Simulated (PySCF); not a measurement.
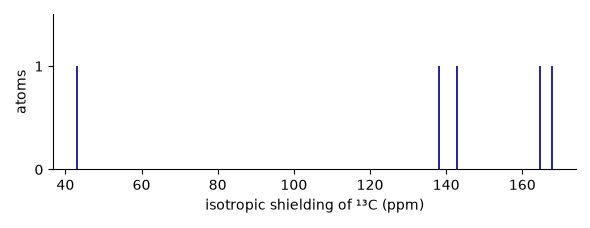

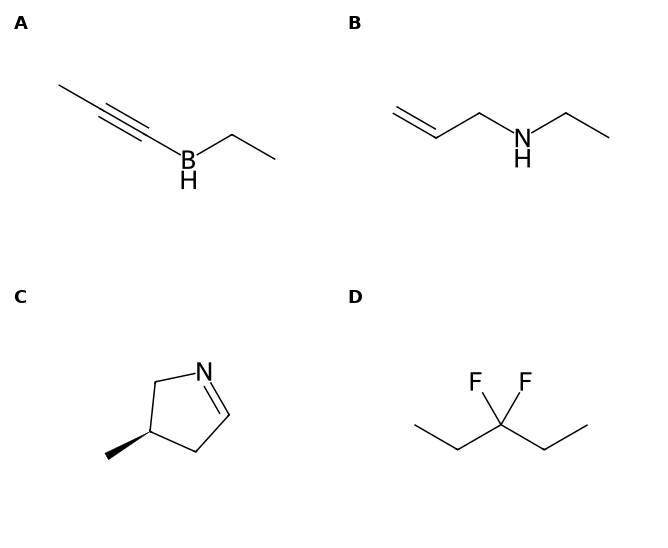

The sticks are computed shieldings of one of the molecules, for one fixed geometry (PBE0-D3(BJ)/def2-SVP) without averaging over rotations. Low shielding means a high chemical shift. Method: GIAO BLYP/pcSseg-1 NMR shielding, non-relativistic, gas phase (PySCF 2.14.0).

> Match the spectrum to a structure.

D, `CCC(F)(F)CC`. Its 5 C atoms give lines at 43.0, 138.2, 143.0, 164.5, 167.8 ppm.
